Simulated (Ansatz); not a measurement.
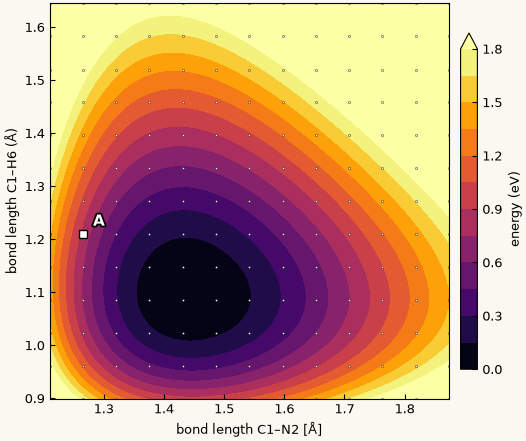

CH₆AlNSi, SMILES C[N]1[AlH][SiH2]1. The first coordinate is: bond length C1–N2; the second: bond length C1–H6. Nothing is relaxed (all other coordinates rigid). The scan uses a 13 × 13 grid. Energies are in eV, from the relaxed molecule at the same level. The reference is spin-restricted, which grows unreliable where a bond is stretched far. The calculation used RKS PBE0-D4/def2-TZVP in Ansatz.

The picture shows filled contours, dots at the grid points, one colour for all values above the top of the scale, the point A. Between grid points the surface is interpolated.

> Which way does the force act at A, and how strong is it?

A, at bond length C1–N2 = 1.266 Å, bond length C1–H6 = 1.210 Å, is not a stationary point. The computed force is 9.4 eV for each Å towards larger values of bond length C1–N2 and 2.2 eV for each Å towards smaller values of bond length C1–H6.
